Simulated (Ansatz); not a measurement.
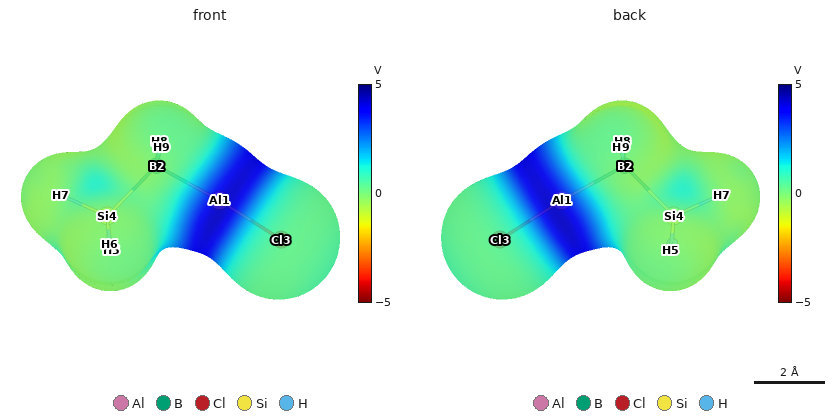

AlBClH5Si (SMILES [SiH3][BH2-][Al+][Cl]). The electrostatic potential painted on the density surface at 0.004 e/bohr³, seen from the front and from behind; red is negative and blue positive.

Geometry: B3LYP-D3(BJ)/6-311G**.

All numbers below come from isolated molecule in a Gaussian basis; Kohn-Sham density functional theory, functional PBE0 (Ansatz 0.2.0).

Input

```
basis:
  gaussian: {orbitals: def2-TZVPD}
crystal:
  periodic: [false, false, false]
  atoms:
    - symbol: Al
      position_ang: [0.372671, 1.328166, -2.978499]
    - symbol: B
      position_ang: [0.564931, -0.258568, -1.656501]
    - symbol: Cl
      position_ang: [0.081836, 2.877776, -4.380610]
    - symbol: Si
      position_ang: [-0.820035, -1.613260, -2.240341]
    - symbol: H
      position_ang: [-2.215852, -1.086652, -2.189009]
    - symbol: H
      position_ang: [-0.616456, -2.097731, -3.637528]
    - symbol: H
      position_ang: [-0.773395, -2.810334, -1.352642]
    - symbol: H
      position_ang: [1.710543, -0.570077, -1.851911]
    - symbol: H
      position_ang: [0.340140, 0.296936, -0.613117]
hamiltonian: {xc: pbe0}
output: {forces: true, orbitals: {seedname: orbitals}}
```

Launched as:

```sh
ansatz run input.yaml --threads 2 --pin off --max-ram 4350MiB --events-out events.jsonl --progress --plain --runs-dir runs
```

Q: Where is the surface potential most negative and most positive?

A: The most negative region (about −0.6 V) lies over H8, the most positive (about +4.3 V) over Al1.

Q: What dipole moment does the calculation give?

A: Its dipole moment is 2.52 D.
